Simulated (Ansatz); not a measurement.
# CH₅ClNSi radical: trial inputs and their diagnosis

Aim: try 3 inputs for CH₅ClNSi radical as typed, read how each ends, and find what has to change.

Program: Ansatz 0.2.0, Gaussian basis. Level of theory: the settings change from run to run. These are calculated values, not measurements.

### 1 The relaxed structure

An earlier PBE0-D4 in a triple-zeta def2 set relaxation fixed the geometry.

9 atoms, charge 0, spin multiplicity 2.

Atoms are counted from 1 here; the program's logs count them from 0.

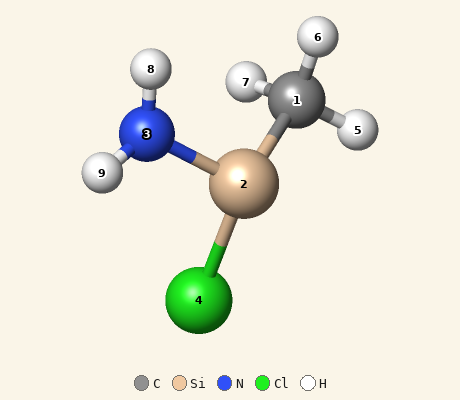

The structure; carbon grey, silicon light orange, nitrogen blue, chlorine green, hydrogen white; atoms are numbered from 1 in the order of the file.

### 2 Input 1

in.yaml

```yaml
crystal:
  periodic: [false, false, false]
  atoms:
    - {symbol: C, position_ang: [-0.735581, 0.742208, -0.857589]}
    - {symbol: Si, position_ang: [0.799637, -0.149837, -0.272086]}
    - {symbol: N, position_ang: [0.616045, -0.508133, 1.398880]}
    - {symbol: Cl, position_ang: [0.967735, -1.977469, -1.241867]}
    - {symbol: H, position_ang: [-0.665580, 0.963660, -1.923554]}
    - {symbol: H, position_ang: [-0.856596, 1.685778, -0.319217]}
    - {symbol: H, position_ang: [-1.615361, 0.117224, -0.681002]}
    - {symbol: H, position_ang: [0.319616, 0.221283, 2.029524]}
    - {symbol: H, position_ang: [1.258483, -1.140815, 1.849912]}
basis:
  gaussian: {orbitals: cc-pVDZ, final_grid: {core_spheres: 1, valence_spheres: 1, degree: 5}}
magnetization: {spin_polarized: true, initial_magnetization: 3}
hamiltonian: {xc: {name: wB97M-V}}
output: {forces: true}
```

Command:

```sh
$ ansatz run in.yaml --threads 4 --pin off --events-out ev --progress --plain --max-ram 10444MiB
```

The log of the run, cut to the lines that bear on the results:

```text
Functional definition: wB97M-V
  name "wB97M-V"
  cite "Mardirossian & Head-Gordon, J. Chem. Phys. 144, 214110 (2016) doi:10.1063/1.4952647"
  cite "Becke, J. Chem. Phys. 107, 8554 (1997) doi:10.1063/1.475007"
  cite "Vydrov & Van Voorhis, J. Chem. Phys. 133, 244103 (2010) doi:10.1063/1.3521275"
  # Of w^i u^j: cxij and so on, Table III.
[...]
  gx(w, u) = 1 - cx + cx01*u + cx10*w
  gss(w, u) = css00 + css04*u^4 + css10*w + css20*w^2 + css43*w^4*u^3
  gos(w, u) = cos00 + cos10*w + (cos20 + cos21*u)*w^2 + (cos60 + cos61*u)*w^6
[...]
      + integral(e_c_pw_mod_opposite_spin*gos(b97_w_opposite, b97_u_opposite)) + vv10(b, c)
860 factors; integrals over basis functions are off by at most 1.1e-3 eV
271 factors; integrals over basis functions are off by at most 5.2e-6 eV
[...]
mean field -22981.10659291 eV, -844.5400901360 hartree, gradient 5.1e-6 eV, S^2 3.753728; 2 other end points of the search recorded, 0 dependent functions left out
[...]
reference -22981.10669265 eV, -844.5400938012 hartree; 26, 23 occupied and 63, 66 virtual orbitals, 860 factors
Total energy: -22981.10669265 eV, -844.5400938012 hartree
Atom 0 at    -0.735581     0.742208    -0.857589 Å, force     2.835443    -0.889786     0.589331 eV/Å
Atom 1 at     0.799637    -0.149837    -0.272086 Å, force    -4.193532     0.127358     0.243892 eV/Å
Atom 2 at     0.616045    -0.508133     1.398880 Å, force     1.846988     0.030937    -2.581352 eV/Å
Atom 3 at     0.967735    -1.977469    -1.241867 Å, force    -0.346142     1.859815     1.014204 eV/Å
Atom 4 at    -0.665580     0.963660    -1.923554 Å, force    -0.210635    -0.505317     2.315461 eV/Å
Atom 5 at    -0.856596     1.685778    -0.319217 Å, force     0.654213    -1.622742    -0.954255 eV/Å
Atom 6 at    -1.615361     0.117224    -0.681002 Å, force     0.938696     0.425486    -0.239515 eV/Å
Atom 7 at     0.319616     0.221283     2.029524 Å, force    -0.631545    -0.033361    -0.018572 eV/Å
Atom 8 at     1.258483    -1.140815     1.849912 Å, force    -0.893485     0.607611    -0.369193 eV/Å
Dipole moment:    -0.214393     0.327025    -0.232560 e Å
```

Run time: 9.5 s. Hardware: 4 threads of Arm Neoverse V1, shared host; peak memory 0.44 GiB.

**Diagnosis.** The run converged, but a converged run isn't a right one. The integration grid is far too coarse. It also asks for charge 0 and multiplicity 4, another species or state than the molecule above. Its energy carries the error of the grid. Cure: drop final_grid and take the default grid, and set charge and spin to those of the species named.

### 3 Input 2

in.yaml

```yaml
crystal:
  periodic: [false, false, false]
  atoms:
    - {symbol: C, position_ang: [-0.735581, 0.742208, -0.857589]}
    - {symbol: Si, position_ang: [0.799637, -0.149837, -0.272086]}
    - {symbol: N, position_ang: [0.616045, -0.508133, 1.398880]}
    - {symbol: Cl, position_ang: [0.967735, -1.977469, -1.241867]}
    - {symbol: H, position_ang: [-0.665580, 0.963660, -1.923554]}
    - {symbol: H, position_ang: [-0.856596, 1.685778, -0.319217]}
    - {symbol: H, position_ang: [-1.615361, 0.117224, -0.681002]}
    - {symbol: H, position_ang: [0.319616, 0.221283, 2.029524]}
    - {symbol: H, position_ang: [1.258483, -1.140815, 1.849912]}
basis:
  gaussian: {orbitals: cc-pVDZ}
magnetization: {spin_polarized: true, initial_magnetization: 9}
hamiltonian: {xc: {name: r2SCANh}}
output: {forces: true}
```

Launched as before.

The log of the run, cut to the lines that bear on the results:

```text
Functional definition: r2SCANh
  name "r2SCANh"
  cite "Bursch, Neugebauer, Ehlert & Grimme, J. Chem. Phys. 156, 134105 (2022) doi:10.1063/5.0086040"
  cite "Furness, Kaplan, Ning, Perdew & Sun, J. Phys. Chem. Lett. 11, 8208 (2020) doi:10.1021/acs.jpclett.0c02405"
  cite "Furness, Kaplan, Ning, Perdew & Sun, J. Phys. Chem. Lett. 11, 9248 (2020) doi:10.1021/acs.jpclett.0c03077"
  parent r2scan
[...]
860 factors; integrals over basis functions are off by at most 1.1e-3 eV
[...]
mean field -22971.64265030 eV, -844.1922966597 hartree, gradient 7.8e-6 eV, S^2 24.762920; 10 other end points of the search recorded, 0 dependent functions left out
[...]
reference -22971.64266160 eV, -844.1922970752 hartree; 29, 20 occupied and 60, 69 virtual orbitals, 860 factors
Total energy: -22971.64266160 eV, -844.1922970752 hartree
Atom 0 at    -0.735581     0.742208    -0.857589 Å, force     4.042205    10.546702    -5.112780 eV/Å
Atom 1 at     0.799637    -0.149837    -0.272086 Å, force     6.561063     4.210611    -0.657285 eV/Å
Atom 2 at     0.616045    -0.508133     1.398880 Å, force    -0.999812     0.092400     2.968228 eV/Å
Atom 3 at     0.967735    -1.977469    -1.241867 Å, force     0.606463    -7.530944    -4.175405 eV/Å
Atom 4 at    -0.665580     0.963660    -1.923554 Å, force    -0.021973    -1.132332    -1.844694 eV/Å
Atom 5 at    -0.856596     1.685778    -0.319217 Å, force    -1.425246     1.292280     2.470634 eV/Å
Atom 6 at    -1.615361     0.117224    -0.681002 Å, force    -9.080381    -6.461313     2.288354 eV/Å
Atom 7 at     0.319616     0.221283     2.029524 Å, force    -1.311031     1.589385     2.046649 eV/Å
Atom 8 at     1.258483    -1.140815     1.849912 Å, force     1.628713    -2.606789     2.016297 eV/Å
Dipole moment:     0.305187    -0.334263    -0.194763 e Å
```

Wall time 19 s (4 threads of Arm Neoverse V1, shared host); peak memory 0.44 GiB.

What is wrong: It ended without an error, which proves nothing about the input. The spin is set far too high for this molecule. It asks for 9 unpaired electrons; the ground state has 1. Its energy belongs to an excited spin state, not the ground state. Fix: set initial_magnetization back to that of the ground state.

### 4 Input 3

in.yaml

```yaml
crystal:
  periodic: [false, false, false]
  atoms:
    - {symbol: C, position_ang: [-0.735581, 0.742208, -0.857589]}
    - {symbol: Si, position_ang: [0.666045, -0.508133, 1.448880]}
    - {symbol: N, position_ang: [0.616045, -0.508133, 1.398880]}
    - {symbol: Cl, position_ang: [0.967735, -1.977469, -1.241867]}
    - {symbol: H, position_ang: [-0.665580, 0.963660, -1.923554]}
    - {symbol: H, position_ang: [-0.856596, 1.685778, -0.319217]}
    - {symbol: H, position_ang: [-1.615361, 0.117224, -0.681002]}
    - {symbol: H, position_ang: [0.319616, 0.221283, 2.029524]}
    - {symbol: H, position_ang: [1.258483, -1.140815, 1.849912]}
basis:
  gaussian: {orbitals: pcseg-2}
magnetization: {spin_polarized: true, initial_magnetization: 3}
hamiltonian: {xc: {name: B97M-V}}
scf: {lower_state_search: full}
output: {forces: true}
```

Launched as before.

The log of the run:

```text
Functional definition: B97M-V
  name "B97M-V"
  cite "Mardirossian & Head-Gordon, J. Chem. Phys. 142, 074111 (2015) doi:10.1063/1.4907719"
  cite "Becke, J. Chem. Phys. 107, 8554 (1997) doi:10.1063/1.475007"
  cite "Vydrov & Van Voorhis, J. Chem. Phys. 133, 244103 (2010) doi:10.1063/1.3521275"
  # Of w^i u^j: cxij and so on, Table III.
  parameter cx00 = 1.000
  parameter cx01 = 1.308
  parameter cx02 = 1.901
  parameter cx10 = 0.416
  parameter cx11 = 3.070
  parameter css00 = 1.000
  parameter css02 = -1.855
  parameter css10 = -5.668
  parameter css32 = -20.497
  parameter css42 = -20.364
  parameter cos00 = 1.000
  parameter cos01 = 1.573
  parameter cos03 = -6.298
  parameter cos10 = 2.535
  parameter cos32 = -6.427
  parameter b = 6.0
  parameter c = 0.01
  gx(w, u) = cx00 + cx01*u + cx02*u^2 + (cx10 + cx11*u)*w
  gss(w, u) = css00 + css02*u^2 + css10*w + (css32*w^3 + css42*w^4)*u^2
  gos(w, u) = cos00 + cos01*u + cos03*u^3 + cos10*w + cos32*w^3*u^2
  exchange = spin_sum(e_x_unif_s*gx(b97_w, b97_u_x))
  correlation = spin_sum(e_c_pw_mod_same_spin*gss(b97_w, b97_u_same))
      + integral(e_c_pw_mod_opposite_spin*gos(b97_w_opposite, b97_u_opposite)) + vv10(b, c)
1100 factors; their error is unknown
mean field evaluation 1: about -9791.6137 eV, gradient 2.4e2 eV
mean field evaluation 2: about -7480.7817 eV, gradient 4.8e2 eV
mean field evaluation 4: about -9643.7441 eV, gradient 2.2e2 eV
mean field evaluation 8: about -10088.1033 eV, gradient 1.7e1 eV
mean field evaluation 16: about -10089.7441 eV, gradient 2.7e-1 eV
mean field evaluation 32: about -10089.5510 eV, gradient 2.1e0 eV
Error: SIGTERM received: run cancelled behind 42 evaluations of the mean field
```

It took 92 s on 4 threads of Arm Neoverse V1, shared host.

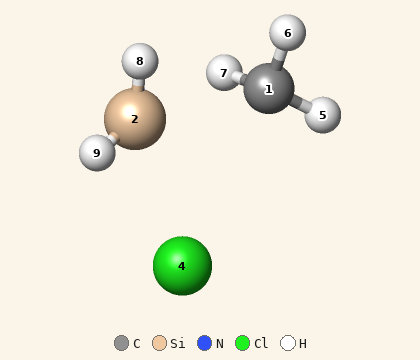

The geometry of this input.

What is wrong: Time ran out. One atom was put on top of another. The shortest distance is 0.07 Å (Si2–N3), against 1.01 Å in the relaxed molecule. It also asks for charge 0 and multiplicity 4, another species or state than the molecule above. To mend it, restore the atom's position, and set charge and spin to those of the species named.

### 5 How the tries ended

| input | level | ended | cause | time |
| --- | --- | --- | --- | --- |
| 1 | wB97M-V/cc-pVDZ | converged | the integration grid is far too coarse | 9.5 s |
| 2 | r2SCANh/cc-pVDZ | converged | the spin is set far too high for this molecule | 19 s |
| 3 | B97M-V/pcseg-2 | timeout | one atom was put on top of another | 92 s |

2 converged, 1 timeout. The dangerous case is the input that converges on a wrong geometry, charge, spin, basis or grid: often only a look at the input shows it.
